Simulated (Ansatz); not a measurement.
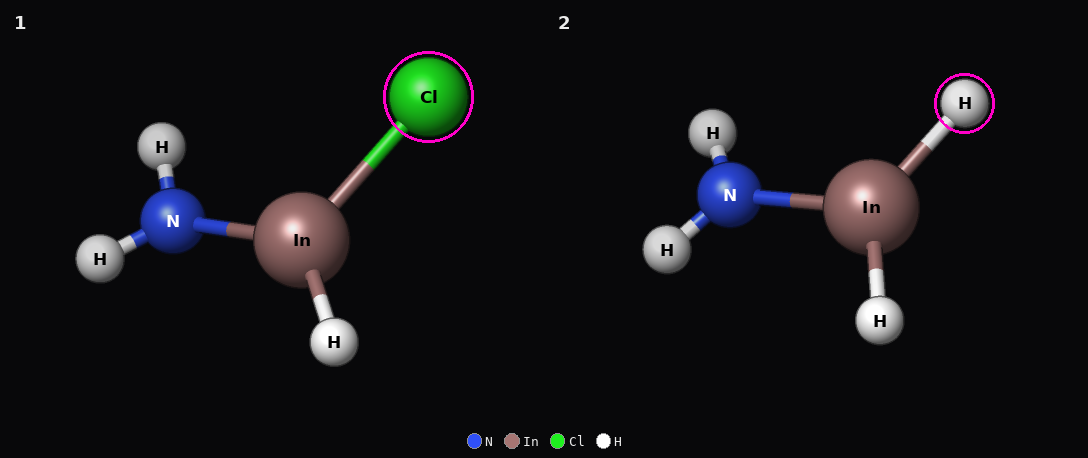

2 molecules with one skeleton, seen from the same side and at one scale; the atom that differs is circled. Charge 0, singlet. Computed geometries: PBE0-D4/def2-TZVP optimisations, one conformation each. Properties computed with Ansatz 0.2.0. Elements past Kr carry core potentials.

One atom differs, called X below: Cl in panel 1, H in panel 2. Their formulas are ClH3InN (`[NH2][InH][Cl]`), H4InN (`[NH2][InH2]`).

### In which is the angle X–In–H larger (PBE0-D4/def2-TZVP)?

In panel 2 (X = H).

### In which is the dipole moment larger (ωB97M-V/def2-TZVPP)?

In panel 1 (X = Cl).

Give the values. With PBE0-D4/def2-TZVP: length of X–In (Å), angle X–In–H (°). With ωB97M-V/def2-TZVPP: dipole moment (D), HOMO energy (Kohn–Sham orbital) (eV), HOMO–LUMO gap (eV).

```csv
quantity,1 (Cl),2 (H),2 − 1
length of X–In (Å),2.339,1.712,−0.627
angle X–In–H (°),119.1,130.0,+10.9
dipole moment (D),3.10,0.38,−2.72
HOMO energy (Kohn–Sham orbital) (eV),−9.85,−9.30,+0.55
HOMO–LUMO gap (eV),10.12,9.63,−0.49
```
